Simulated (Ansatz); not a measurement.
# BCl₃FHSi: small, medium and large basis sets

How large a basis does BCl₃FHSi need? Two functionals are run in growing sets.

Method: one geometry, several basis sets; program: Ansatz 0.2.0, Gaussian basis.

Levels to be run: PBE0-D4/def2-SVP; ωB97M-V/def2-SVP; PBE0-D4/def2-QZVPP; ωB97M-V/def2-QZVPP; the functionals' def2-TZVPP values are taken from earlier runs.

## (1) Structure used throughout

An earlier PBE0-D4 in a triple-zeta def2 set relaxation fixed the geometry.

SMILES `FB[Si](Cl)(Cl)Cl`, 7 atoms, charge 0, spin multiplicity 1.

Atoms are counted from 1 here; the program's logs count them from 0.

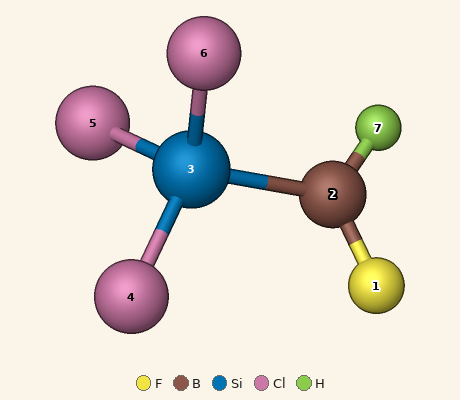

The geometry (fluorine yellow, boron brown, silicon blue, chlorine pink, hydrogen green); atoms are numbered from 1 in the order of the file.

## (2) PBE0-D4 in def2-SVP

File in.yaml:

```yaml
crystal:
  periodic: [false, false, false]
  atoms:
    - {symbol: F, position_ang: [0.412593, -2.140259, 0.571396]}
    - {symbol: B, position_ang: [0.749399, -0.871387, 0.578174]}
    - {symbol: Si, position_ang: [-0.428214, 0.497153, -0.352502]}
    - {symbol: Cl, position_ang: [-2.064476, -0.323471, -1.245689]}
    - {symbol: Cl, position_ang: [0.683858, 1.457777, -1.771382]}
    - {symbol: Cl, position_ang: [-1.049933, 1.866544, 1.030046]}
    - {symbol: H, position_ang: [1.758075, -0.554459, 1.144258]}
basis:
  gaussian: {orbitals: def2-SVP}
hamiltonian: {xc: pbe0, dispersion: d4}
output: {orbitals: {seedname: orbitals}}
```

After this run come: ωB97M-V in def2-SVP; PBE0-D4 in def2-QZVPP; ωB97M-V in def2-QZVPP.

Q: Predict the results of all the runs planned. Wanted: PBE0-D4: double and triple zeta above quadruple; ωB97M-V: double and triple zeta above quadruple.

The runs gave:

| quantity | value |
| --- | --- |
| PBE0-D4: double and triple zeta above quadruple | 21.49, 1.54 eV |
| ωB97M-V: double and triple zeta above quadruple | 21.33, 1.46 eV |

In words: PBE0-D4 gains 19.95 eV from double to triple zeta, then 1.54 eV more. These are total energies; as a rule much of such shifts cancels in differences, which this series doesn't test.
